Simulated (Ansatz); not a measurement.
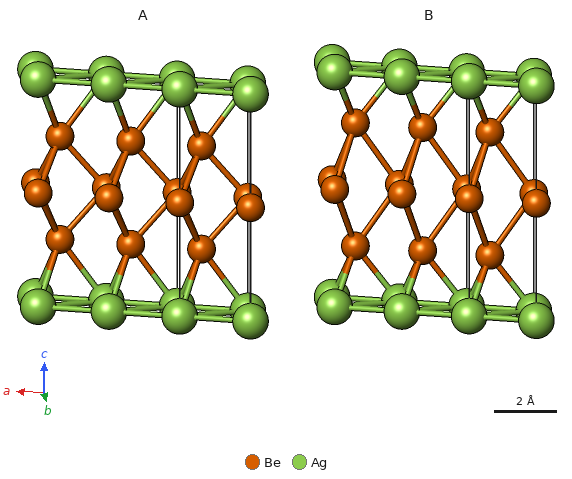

Two geometries of solid Be₃Ag (a generated structure, set up in P-6m2) (coarse preliminary run), drawn at one scale. One is the start of a relaxation, the other its converged end. Style: ball-and-stick. Shown: the cell of the calculation, repeated 3 × 1 × 1 with one cell outlined, from a free direction.

Method: Ansatz 0.2.0, DFT PBEsol, scalar-relativistic, plane waves, PAW. Settings: plane-wave cutoff 420 eV; k-point mesh 9 × 9 × 4; occupations gaussian; smearing width 0.1 eV; no spin polarisation; cell and atoms relaxed; force threshold 0.05 eV/Å; at most 80 steps.

Q: Which of the two is the end point?

A: Structure A is the relaxed one. The energy falls by 227 meV per atom in 4 accepted moves (5 points after the start). Largest force component: 2.4 eV/Å at the start, 0.0019 eV/Å at the end. The pressure goes from 20.76 to −0.01 GPa. The SCF was repeated once at an unchanged geometry on a basis and grid sized afresh for the cell, which shifted the energy by 0.2 meV per atom at most. The largest moves relative to the cell, 0.26 Å, are those of Be atoms. Ag stays in place. The volume changes by +7.2 %, with a = b 2.485 → 2.616 Å (+5.3 %), c 7.720 → 7.469 Å (−3.3 %). Among the contacts that change: Be–Be 2.481 → 2.272 Å, Ag–Be 2.330 → 2.537 Å, Ag–Ag 2.485 → 2.616 Å. Bond angles that change, for instance: Ag–Be–Ag 64.5° → 62.1°. The space group stays P-6m2 (No. 187).
